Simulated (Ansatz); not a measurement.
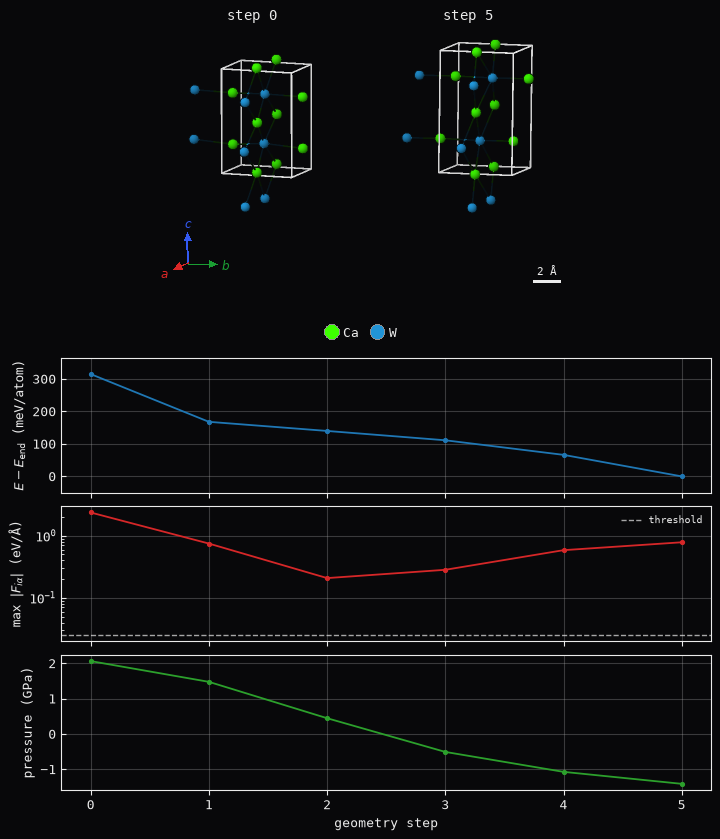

First and last geometry of a relaxation of solid Ca2W (a generated structure, set up in P1) (coarse preliminary run), with the history of the run. A ball-and-stick model of the cell of the calculation, seen slightly off an axis.

Theory: Ansatz, DFT PBE, scalar-relativistic, plane waves, PAW. (plane-wave cutoff 420 eV; k-point mesh 6 × 4 × 4; occupations gaussian; smearing width 0.2 eV; no spin polarisation; cell and atoms relaxed; force threshold 0.025 eV/Å; at most 60 steps)

> What do the curves and the structures tell?

The run was cut off at its time limit before the relaxation converged, so the last structure is only a point on the way. A Ca atom moves most relative to the cell: 0.75 Å roughly along [2 −3 0]. By element the largest moves are Ca 0.75 Å, W 0.66 Å. The volume changes by +4.8 %, with a 4.037 → 3.513 Å (−13.0 %), b 5.701 → 5.907 Å (+3.6 %), c 8.138 → 9.504 Å (+16.8 %), α 89.8° → 88.1°, β 89.7° → 90.8°, γ 92.0° → 95.5°. Among the contacts that change: Ca–W 2.550 → 3.108 Å, Ca–W 2.565 → 3.096 Å, Ca–Ca 4.037 → 3.513 Å, Ca–W 2.568 → 3.076 Å. Among the angles between lasting bonds that change: W–Ca–W 78.5° → 111.0°, Ca–W–Ca 80.3° → 107.1°, Ca–W–Ca 92.6° → 68.8°. The space group stays P1 (No. 1). The energy falls by 315 meV per atom in 5 geometry steps. Largest force component: 2.4 eV/Å at the start, 0.78 eV/Å at the end. Pressure: 2.06 GPa at the start and −1.41 GPa at the end. The run took 5.3 min on 1 thread of Arm Neoverse V2, on a shared host, peak memory 0.62 GiB.

| step | E − E(0), meV/atom | largest force component, eV/Å | pressure, GPa | volume, Å³/atom |
| --- | --- | --- | --- | --- |
| 0 | 0.00 | 2.3655 | 2.06 | 31.199 |
| 1 | -146.92 | 0.7477 | 1.48 | 31.069 |
| 2 | -175.04 | 0.2079 | 0.45 | 31.822 |
| 3 | -203.74 | 0.2828 | -0.51 | 32.506 |
| 4 | -248.66 | 0.5853 | -1.07 | 32.780 |
| 5 | -314.96 | 0.7840 | -1.41 | 32.698 |
